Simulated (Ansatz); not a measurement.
## Cu2Mo, from a guessed structure to a relaxed one

Starting from a made-up structure for Cu2Mo, the aim is the relaxed cell, its shortest contacts and, where a second run follows, its electronic structure.

Method: DFT, PBEsol, plane-wave PAW, files of the set soft_1, scalar-relativistic, ferromagnetic start, cell and ions relaxed at zero pressure; PAW set soft_1, in the first sound run; inputs show where later runs differ, in Ansatz 0.2.0.

### 1. Starting point

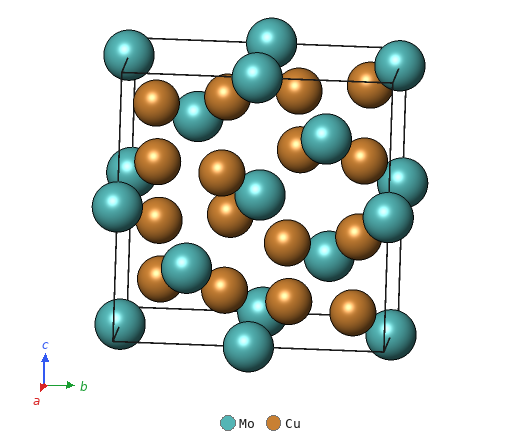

The cell as given, slightly off an axis (molybdenum teal, copper orange). This picture shows the conventional cell, with its axes. Some periodic images of atoms are drawn too.

### 2. Relaxing cell and atoms

The guess takes its coordinates from another compound and its volume from a rule, so the cell and any free coordinates are relaxed together.

File input.yaml:

```yaml
crystal:
  lattice:
    - [0.0, 3.355, 3.355]
    - [3.355, 0.0, 3.355]
    - [3.355, 3.355, 0.0]
  atoms:
    - { symbol: Mo, position: [0.25, 0.25, 0.25], spin: 1.0 }
    - { symbol: Mo, position: [0.0, 0.0, 0.0], spin: 1.0 }
    - { symbol: Cu, position: [0.625, 0.125, 0.625], spin: 0.6 }
    - { symbol: Cu, position: [0.625, 0.625, 0.125], spin: 0.6 }
    - { symbol: Cu, position: [0.125, 0.625, 0.625], spin: 0.6 }
    - { symbol: Cu, position: [0.625, 0.625, 0.625], spin: 0.6 }
magnetization:
  spin_polarized: true
kpoints:
  mp_grid: { grid: [7, 7, 7] }
scf:
  occupations: { method: fermi_dirac, width: 0.05 }
hamiltonian:
  xc: pbesol
  pseudopotentials: { kind: paw, azcp: { folder: soft_1 }, xc_functional: pbe }
relax:
  f_tol: 0.015
  max_steps: 70
  cell: {}
output:
  forces: true
  stress: true
```

Launch:

```bash
$ ansatz run input.yaml --threads 4 --pin off --max-ram 10240MiB --backend cpu --events-out ev --progress --plain --runs-dir out
```

Numbers of over 12 decimals in the logs are rounded to 6 here.

What it wrote:

```text
Engine: ansatz 0.2.0, aarch64-unknown-linux-gnu
Pseudopotentials: kind: paw
Pseudopotential: Mo, paw, valence charge 14, recommended cutoff 420 eV (normal), soft_1/Mo.paw.azcp
Pseudopotential: Cu, paw, valence charge 19, recommended cutoff 420 eV (normal), soft_1/Cu.paw.azcp
Functional definition: PBEsol
  exchange = pbesol_x
  correlation = pbesol_c
Crystal: 6 atoms, lattice volume = 75.528 Å³
Basis set: ecut = 420 eV, 1459 PW (Γ), exchange–correlation on 64×64×64 points (8 copies of the dense FFT grid, shifted against one another)
Bands: 66, of which v1, the nominal top of the filled ones, is band 52 counted from 1 (51 counted from 0)
Symmetry: 48 space group operations
Space group: Fd-3m (ITA 227), of the structure as read, at distance tolerance 4.2e-5 Å
Magnetic group: BNS 227.128 (UNI 1630), of the structure as read, at distance tolerance 4.2e-5 Å
k-points: 20 of 343
Non-local potential: Mo, projectors of the file, l = 0: 3, l = 1: 2, l = 2: 2, l = 3: 1
Non-local potential: Cu, projectors of the file, l = 0: 3, l = 1: 2, l = 2: 3, l = 3: 1
PAW form: soft (Blöchl's): semilocal exchange-correlation on the pseudo side does not see the compensation charge
PAW frozen core: Mo, regenerated for the run's functional, and the local potential with it (the file was generated under x = pbe(κ = 0.804, μ = 0.219515), c = pbe(β = 0.066725))
PAW frozen core: Cu, regenerated for the run's functional, and the local potential with it (the file was generated under x = pbe(κ = 0.804, μ = 0.219515), c = pbe(β = 0.066725))
PAW one-centre angular grid: Mo, 590 points (default); XC on 64 Gauss nodes
PAW one-centre angular grid: Cu, 590 points (default); XC on 64 Gauss nodes
Initial density: superposition of atomic densities (chi_scale 0.1, normalization cell)
Starting moments: Σ|m| = 4.4 μB on 6 of 6 sites
Initial wavefunctions: pseudopotential atomic-orbital guess
Functional: x = pbesol(κ = 0.804, μ = 0.123457), c = pbesol(β = 0.046)
SCF iter   1: F=—  HF=-36156.807038 eV  |F-HF|=—  |Δ(HF+E_count)|=         —  Δρ=1.72e-1 (↑1.65e-1 ↓1.72e-1)  dr2=5.45e1  dr2_m=3.22e-1  M=1.569 μB ∫|m|=1.580 μB  β_m=0.30  ethr=3.10e-3  ⟨swp⟩=5.2  Hψ=8159  notcnv=0  defer=12
Mixer restart at iter 1: flushing history
preconditioner: auto → Kerker (q_TF=auto, 2.878 Å⁻¹)  [metal: Δε(μ)=0.019 eV  Ē_g=8.137 eV  σ=0.050 eV  W_gap=0.09  n_scr=26 (ndim 8)  ℏωp=32.0 eV  f_vac=0.000  D(μ)=6.35/eV (n_scr^D=64)]
spin=Collinear: Kerker preconditioning applied to the charge; magnetization (m = ρ↑ − ρ↓) channel mixes plain (no charge-response kernel on spin).
SCF iter   2: F=—  HF=-36150.394090 eV  |F-HF|=—  |Δ(HF+E_count)|=    6.41e0  Δρ=3.83e-2 (↑3.83e-2 ↓3.23e-2)  dr2=2.89e0  dr2_m=1.78e-1  M=1.422 μB ∫|m|=1.423 μB  β_m=0.30  ethr=3.10e-3  ⟨swp⟩=2.5  Hψ=5658  notcnv=0  defer=193
SCF iter   3: F=—  HF=-36149.500191 eV  |F-HF|=—  |Δ(HF+E_count)|=   8.94e-1  Δρ=3.77e-2 (↑3.77e-2 ↓3.31e-2)  dr2=2.87e0  dr2_m=1.15e-1  M=1.178 μB ∫|m|=1.180 μB  β_m=0.46  ethr=2.78e-3  ⟨swp⟩=2.0  Hψ=4327  notcnv=0  defer=266
SCF iter   4: F=—  HF=-36148.796880 eV  |F-HF|=—  |Δ(HF+E_count)|=   7.03e-1  Δρ=1.12e-2 (↑1.12e-2 ↓1.01e-2)  dr2=1.23e-1  dr2_m=2.04e-2  M=0.593 μB ∫|m|=0.597 μB  β_m=0.73  ethr=2.76e-3  ⟨swp⟩=2.3  Hψ=4083  notcnv=0  defer=266
SCF iter   5: F=—  HF=-36148.997224 eV  |F-HF|=—  |Δ(HF+E_count)|=         —  Δρ=6.99e-3 (↑6.89e-3 ↓6.99e-3)  dr2=5.16e-2  dr2_m=1.43e-2  M=0.101 μB ∫|m|=0.102 μB  β_m=0.73  ethr=1.18e-4  ⟨swp⟩=2.0  Hψ=4394  notcnv=0  defer=266
Mixer restart at iter 5: flushing history
SCF iter   6: F=—  HF=-36148.998365 eV  |F-HF|=—  |Δ(HF+E_count)|=   1.14e-3  Δρ=4.74e-3 (↑4.74e-3 ↓4.02e-3)  dr2=2.57e-2  dr2_m=2.26e-3  M=0.042 μB ∫|m|=0.043 μB  β_m=0.68  ethr=4.96e-5  ⟨swp⟩=2.0  Hψ=4028  notcnv=0  defer=266
SCF iter   7: F=—  HF=-36148.998003 eV  |F-HF|=—  |Δ(HF+E_count)|=   3.62e-4  Δρ=4.98e-3 (↑4.58e-3 ↓4.98e-3)  dr2=3.99e-2  dr2_m=7.87e-4  M=0.029 μB ∫|m|=0.029 μB  β_m=0.54  ethr=2.47e-5  ⟨swp⟩=2.0  Hψ=5044  notcnv=0  defer=266
SCF iter   8: F=—  HF=-36148.989802 eV  |F-HF|=—  |Δ(HF+E_count)|=   8.20e-3  Δρ=5.61e-4 (↑5.61e-4 ↓4.41e-4)  dr2=2.29e-4  dr2_m=6.83e-5  M=0.010 μB ∫|m|=0.011 μB  β_m=0.77  ethr=2.47e-5  ⟨swp⟩=2.0  Hψ=4037  notcnv=0  defer=266
SCF iter   9: F=—  HF=-36148.990154 eV  |F-HF|=—  |Δ(HF+E_count)|=   3.52e-4  Δρ=2.59e-4 (↑2.59e-4 ↓2.26e-4)  dr2=1.12e-4  dr2_m=2.26e-5  M=0.004 μB ∫|m|=0.004 μB  β_m=0.78  ethr=2.20e-7  ⟨swp⟩=2.0  Hψ=4043  notcnv=0  defer=266
SCF iter  10: F=—  HF=-36148.990180 eV  |F-HF|=—  |Δ(HF+E_count)|=   2.60e-5  Δρ=5.24e-5 (↑5.24e-5 ↓4.75e-5)  dr2=6.65e-6  dr2_m=9.05e-7  M=0.001 μB ∫|m|=0.001 μB  β_m=0.89  ethr=1.07e-7  ⟨swp⟩=2.1  Hψ=3410  notcnv=0  defer=266
SCF iter  11: F=—  HF=-36148.990181 eV  |F-HF|=—  |Δ(HF+E_count)|=   1.35e-6  Δρ=1.60e-5 (↑1.60e-5 ↓1.13e-5)  dr2=5.09e-7  dr2_m=1.31e-8  M=0.000 μB ∫|m|=0.000 μB  β_m=0.94  ethr=6.40e-9  ⟨swp⟩=2.2  Hψ=3763  notcnv=0  defer=266
SCF iter  12: F=—  HF=-36148.990181 eV  |F-HF|=—  |Δ(HF+E_count)|=   5.90e-8  Δρ=2.35e-6 (↑1.95e-6 ↓2.35e-6)  dr2=1.72e-8  dr2_m=1.61e-10  M=-0.000 μB ∫|m|=0.000 μB  β_m=0.97  ethr=4.90e-10  ⟨swp⟩=1.6  Hψ=3039  notcnv=0  defer=266
SCF iter  13: F=-36148.990181 eV  HF=-36148.990181 eV  |F-HF|=1.03e-9  |Δ(HF+E_count)|=   1.72e-9  Δρ=1.25e-6 (↑1.25e-6 ↓1.19e-6)  dr2=2.65e-9  dr2_m=2.13e-12  M=-0.000 μB ∫|m|=0.000 μB  ethr=1.66e-11  ⟨swp⟩=1.6  Hψ=6511  notcnv=0
WARN: the starting moments were not kept: the SCF closed with an absolute magnetisation of 2.8e-6 μB, where they sum to 4.4 μB in size (6 sites). That is at most 0.1 of that sum. Measured as dr2_m measures the in/out step, that magnetisation stands 5.5e-13 eV from none, at or under the dr2_threshold of 1.0e-7 eV: it is no larger than a step whose dr2_m would equal this threshold. The system may hold no moment; this S [...]
SCF 1 converged in 13 iterations: F = -36148.990181 eV  dr2 = 2.65e-9
  greatest PAW one-centre occupation: 1.000 electrons in one spin orbital (limit 2), on the Cu atom at site 5 (counted from 0), in its partial waves of l = 0
relax step   1: F+E_penalty+E_count = -36148.99018134 eV  Δ(F+E_penalty+E_count) = +0.000e0 eV  max|allowed force component| = 3.469e-18 eV/Å  Δτ_max = 0.0000 Å  P = -2.460 GPa  Ω = 75.528 Å³  (13 SCF iters, dr2 threshold 1.00e-7 eV, accepted)
Crystal: 6 atoms, lattice volume = 74.761 Å³
Initial density: handed on by an earlier stage of this run
Starting moments: Σ|m| = 4.4 μB on 6 of 6 sites; this step starts from the density that it was given
Initial wavefunctions: those handed on with the density
[...]
SCF iter   8: F=—  HF=-36148.997182 eV  |F-HF|=—  |Δ(HF+E_count)|=   2.50e-8  Δρ=2.21e-6 (↑2.17e-6 ↓2.21e-6)  dr2=1.90e-8  dr2_m=8.61e-12  M=-0.000 μB ∫|m|=0.000 μB  β_m=0.88  ethr=3.39e-11  ⟨swp⟩=2.0  Hψ=2787  notcnv=0
SCF iter   9: F=-36148.997182 eV  HF=-36148.997182 eV  |F-HF|=8.29e-9  |Δ(HF+E_count)|=   2.21e-8  Δρ=1.28e-6 (↑1.28e-6 ↓1.28e-6)  dr2=8.79e-9  dr2_m=9.94e-15  M=-0.000 μB ∫|m|=0.000 μB  ethr=1.83e-11  ⟨swp⟩=1.0  Hψ=6794  notcnv=0
the starting moments were not kept: the SCF closed with an absolute magnetisation of 1.1e-7 μB, where they sum to 4.4 μB in size (6 sites). That is at most 0.1 of that sum. Measured as dr2_m measures the in/out step, that magnetisation stands 1.7e-15 eV from none, at or under the dr2_threshold of 1.6e-7 eV: it is no larger than a step whose dr2_m would equal this threshold.
SCF 3 converged in 9 iterations: F = -36148.997182 eV  dr2 = 8.79e-9
  greatest PAW one-centre occupation: 1.000 electrons in one spin orbital (limit 2), on the Cu atom at site 3 (counted from 0), in its partial waves of l = 0
relax step   3: F+E_penalty+E_count = -36148.99718205 eV  Δ(F+E_penalty+E_count) = -1.060e-4 eV  max|allowed force component| = 3.961e-17 eV/Å  Δτ_max = 0.0000 Å  P = +0.006 GPa  Ω = 74.674 Å³  energy of the carried Pulay correction = +3.861e-4 eV  (9 SCF iters, dr2 threshold 1.59e-7 eV, accepted)
Initial wavefunctions: pseudopotential atomic-orbital guess (no wavefunctions were taken with the density)
iter 1 solved again at ethr=4.90e-8 eV; its pass at ethr=3.10e-3 eV (dr2=5.10e-5 eV) is discarded
SCF iter   1: F=—  HF=-36148.996770 eV  |F-HF|=—  |Δ(HF+E_count)|=         —  Δρ=8.66e-6 (↑8.66e-6 ↓8.66e-6)  dr2=3.37e-8  dr2_m=2.39e-14  M=-0.000 μB ∫|m|=0.000 μB  β_m=0.65  ethr=4.90e-8  ⟨swp⟩=3.0  Hψ=15398  notcnv=0
preconditioner: auto → Kerker (q_TF=auto, 2.634 Å⁻¹)  [metal: Δε(μ)=0.090 eV  Ē_g=14.471 eV  σ=0.050 eV  W_gap=0.38  n_scr=14 (ndim 8)  ℏωp=35.4 eV  f_vac=0.000  D(μ)=4.11/eV (n_scr^D=50)]
spin=Collinear: Kerker preconditioning applied to the charge; magnetization (m = ρ↑ − ρ↓) channel mixes plain (no charge-response kernel on spin).
SCF iter   2: F=—  HF=-36148.996770 eV  |F-HF|=—  |Δ(HF+E_count)|=   1.18e-7  Δρ=2.44e-5 (↑2.44e-5 ↓2.44e-5)  dr2=1.08e-6  dr2_m=1.06e-14  M=-0.000 μB ∫|m|=0.000 μB  β_m=0.30  ethr=3.24e-11  ⟨swp⟩=2.0  Hψ=4754  notcnv=0
SCF iter   3: F=—  HF=-36148.996770 eV  |F-HF|=—  |Δ(HF+E_count)|=   1.39e-7  Δρ=5.20e-6 (↑5.20e-6 ↓5.20e-6)  dr2=4.78e-8  dr2_m=6.73e-15  M=-0.000 μB ∫|m|=0.000 μB  β_m=0.39  ethr=3.24e-11  ⟨swp⟩=2.0  Hψ=4754  notcnv=0
SCF iter   4: F=—  HF=-36148.996770 eV  |F-HF|=—  |Δ(HF+E_count)|=   2.18e-8  Δρ=1.54e-6 (↑1.54e-6 ↓1.54e-6)  dr2=1.94e-9  dr2_m=5.09e-16  M=-0.000 μB ∫|m|=0.000 μB  β_m=0.65  ethr=3.24e-11  ⟨swp⟩=2.5  Hψ=4595  notcnv=0
SCF iter   5: F=—  HF=-36148.996770 eV  |F-HF|=—  |Δ(HF+E_count)|=   9.38e-9  Δρ=5.71e-7 (↑5.71e-7 ↓5.70e-7)  dr2=5.40e-10  dr2_m=2.42e-15  M=-0.000 μB ∫|m|=0.000 μB  β_m=0.83  ethr=1.87e-12  ⟨swp⟩=2.0  Hψ=4746  notcnv=0
SCF iter   6: F=—  HF=-36148.996770 eV  |F-HF|=—  |Δ(HF+E_count)|=   1.86e-9  Δρ=4.41e-7 (↑4.41e-7 ↓4.40e-7)  dr2=7.93e-10  dr2_m=3.11e-16  M=-0.000 μB ∫|m|=0.000 μB  β_m=0.91  ethr=1.00e-12  ⟨swp⟩=2.0  Hψ=3764  notcnv=0
SCF iter   7: F=—  HF=-36148.996770 eV  |F-HF|=—  |Δ(HF+E_count)|=  2.62e-10  Δρ=3.13e-7 (↑3.13e-7 ↓3.12e-7)  dr2=2.20e-10  dr2_m=1.51e-16  M=-0.000 μB ∫|m|=0.000 μB  β_m=0.90  ethr=1.00e-12  ⟨swp⟩=2.0  Hψ=3598  notcnv=0
SCF iter   8: F=—  HF=-36148.996770 eV  |F-HF|=—  |Δ(HF+E_count)|=  4.37e-11  Δρ=4.87e-8 (↑4.86e-8 ↓4.87e-8)  dr2=4.19e-12  dr2_m=1.20e-18  M=0.000 μB ∫|m|=0.000 μB  β_m=0.95  ethr=1.00e-12  ⟨swp⟩=1.1  Hψ=2644  notcnv=0
SCF iter   9: F=-36148.996770 eV  HF=-36148.996770 eV  |F-HF|=1.46e-11  |Δ(HF+E_count)|=  1.46e-11  Δρ=6.08e-8 (↑6.08e-8 ↓6.08e-8)  dr2=2.04e-11  dr2_m=1.67e-19  M=0.000 μB ∫|m|=0.000 μB  ethr=1.00e-12  ⟨swp⟩=2.0  Hψ=6728  notcnv=0
the starting moments were not kept: the SCF closed with an absolute magnetisation of 2.0e-10 μB, where they sum to 4.4 μB in size (6 sites). That is at most 0.1 of that sum. Measured as dr2_m measures the in/out step, that magnetisation stands 0 eV from none, at or under the dr2_threshold of 6.0e-11 eV: it is no larger than a step whose dr2_m would equal this threshold.
SCF 4 converged in 9 iterations: F = -36148.996770 eV  dr2 = 2.04e-11
relax step   4: F+E_penalty+E_count = -36148.99676986 eV  Δ(F+E_penalty+E_count) = +4.122e-4 eV  max|allowed force component| = 3.759e-17 eV/Å  Δτ_max = 0.0000 Å  P = +0.007 GPa  Ω = 74.674 Å³  stress off target by 7.43e-3 GPa  SCF on the basis re-selected at this cell (its energy is not comparable with the rows above)  (9 SCF iters)
basis re-selected at this cell: Δ(F+E_penalty+E_count) = +4.122e-4 eV, ΔP = +0.002 GPa vs the last step (what re-selecting the basis moved, of the pressure what is left beyond the Pulay correction that the steps carried, after the strain that the cell walked since its last selection, with what the two solves' SCF thresholds leave and, on support functions, any second-order correction that the steps lacked; it is no m [...]
SCF converged after 9 iterations
Magnetization: 0.0000 μB (52.0000 up, 52.0000 down)
Absolute magnetization: 0.0000 μB (∫|ρ↑−ρ↓|, with the PAW one-centre terms)
Spin contamination: 0.0000 ħ² per cell (⟨S²⟩ above its minimum at these occupations)
Per-site moments (μB) at R_I (Å): [(3.488473890287948e-11, 1.143159), (3.4884096573613074e-11, 1.143159), (2.544383709834101e-11, 0.974889), (2.544379011908745e-11, 0.974889), (2.5443907613488843e-11, 0.974889), (2.5443599967000442e-11, 0.974889)]
Free energy (F): -36148.996770 eV
Harris-Foulkes:  -36148.996770 eV  (|F-HF|=1.46e-11)
Internal energy: -36148.960265 eV  (E = F + TS)
E sigma→0 (E₀):  -36148.978517 eV
Entropy (-TS):   -0.036505 eV (-6.084 meV/atom)
Fermi energy:    18.872585 eV
--- Per-component energies (eV) ---
  E_band       = -1441.261283
  E_kinetic    = 1897.539892
  E_local      = -20688.229461  (includes V_loc(G=0)·N_el)
  E_nonlocal   = 3844.147136
  E_hartree    = 8778.604926
  E_xc         = -629.332192
  E_vxc        = -800.021695  (∫ρ·V_xc dr)
  E_paw        = -13407.276795  (= ΣΔE_a)
  E_vpaw       = -3251.910711  (= ΣTr[D̂ρ^β])
  E_aug_tail   = 0.003320  (compensation charges beyond the density's cutoff)
  E_ewald      = -15945.660501
  E_core_change = 1.243411  (= ΣΔE_core)
  E_smearing   = -0.036505  (= −TS)
  E_closure    = 0.000000  (closes the sum)
  Σ components = -36148.996770   (vs F -36148.996770, Δ=0.00e0)
--- Forces (eV/Å), atoms counted from 1 ---
  atom   1  Mo     0.00000000     0.00000000     0.00000000
  atom   2  Mo    -0.00000000    -0.00000000    -0.00000000
  atom   3  Cu     0.00000000    -0.00000000     0.00000000
  atom   4  Cu     0.00000000    -0.00000000     0.00000000
  atom   5  Cu     0.00000000    -0.00000000     0.00000000
  atom   6  Cu     0.00000000    -0.00000000    -0.00000000
  max |Σ_I F_I| component: 3.47e-18 eV/Å
--- Stress (GPa, compression-positive) ---
        0.007435       0.000000       0.000000
        0.000000       0.007435      -0.000000
        0.000000      -0.000000       0.007435
  P = ⅓ Tr σ = 0.0074 GPa (0.074 kbar)
--- Relaxed structure (3 steps of the walk, 3 accepted, 1 SCFs on fresh bases) ---
  F+E_penalty+E_count = -36148.99676986 eV   max|allowed force component| = 3.759e-17 eV/Å   (the final SCF, on the basis selected at the relaxed cell)
  cell:  # Å, volume = 74.6740 Å³
    - [0, 3.342307, 3.342307]
    - [3.342307, 0, 3.342307]
    - [3.342307, 3.342307, 0]
  atoms:
    - { symbol: Mo, position: [0.25, 0.25, 0.25] }
    - { symbol: Mo, position: [0, 0, 0] }
    - { symbol: Cu, position: [0.625, 0.125, 0.625] }
    - { symbol: Cu, position: [0.625, 0.625, 0.125] }
    - { symbol: Cu, position: [0.125, 0.625, 0.625] }
    - { symbol: Cu, position: [0.625, 0.625, 0.625] }
```

Elapsed: 18 s, on 4 threads of Arm Neoverse V1, shared host; peak memory 0.53 GiB; 69 s of CPU time.

Step by step:

| step | energy less that of the first step (eV) | largest force component (eV/Å) | pressure (GPa) | volume (Å³) |
| --- | --- | --- | --- | --- |
| 1 | 0.0000 | 0.0000 | -2.46 | 75.53 |
| 2 | -0.0069 | 0.0000 | -0.25 | 74.76 |
| 3 | -0.0070 | 0.0000 | 0.01 | 74.67 |
| 4* | -0.0066 | 0.0000 | 0.01 | 74.67 |

Relaxation steps marked * repeat the geometry before them on a plane-wave basis chosen anew for their cell, so energy and pressure can jump there.

Forces are held to the 48 operations that the run works with; a distortion that breaks them can't arise in this run.

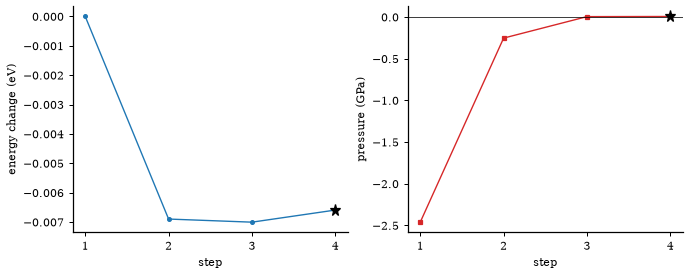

Energy and pressure along the relaxation. Stars mark steps on a basis chosen anew.

| conventional cell, symmetrised | before | after | change |
| --- | --- | --- | --- |
| a (Å) | 6.710 | 6.685 | -0.4 % |
| b (Å) | 6.710 | 6.685 | -0.4 % |
| c (Å) | 6.710 | 6.685 | -0.4 % |
| volume (Å³/atom) | 12.59 | 12.45 | -1.1 % |

The relaxed structure:

```xyz
6
Lattice="0.0000 3.3423 3.3423 3.3423 0.0000 3.3423 3.3423 3.3423 0.0000" Properties=species:S:1:pos:R:3 pbc="T T T"
Mo    1.6712    1.6712    1.6712
Mo    0.0000    0.0000    0.0000
Cu    2.5067    4.1779    2.5067
Cu    2.5067    2.5067    4.1779
Cu    4.1779    2.5067    2.5067
Cu    4.1779    4.1779    4.1779
```

Numbers from this step:

```
free energy             : -36148.9968 eV
energy at zero smearing : -36148.9785 eV
smearing term TS        : 0.03651 eV
Fermi energy            : 18.87 eV
electrons               : 104
symmetry operations     : 48
pressure                : 0.007435 GPa
```

The shortest distance of each pair, which need not be the same contact before and after:

| pair | guess (Å) | relaxed (Å) |
| --- | --- | --- |
| Cu–Cu | 2.372 | 2.363 |
| Cu–Mo | 2.782 | 2.771 |
| Mo–Mo | 2.906 | 2.895 |

The relaxation ends with a pressure of 0.01 GPa. The starting moments have collapsed: the run ends non-magnetic.

(Part 1 of 2 ends here.)

[Logs are printed without paths, hosts, clocks, repeated set-up lines and the standing remarks that a program may print on its own settings, such as how far it seeks lower states.]

[Hosts, paths, dates, database ids (printed as entryN), source tags and the programs' standing remarks are cut or masked in the printed files.]
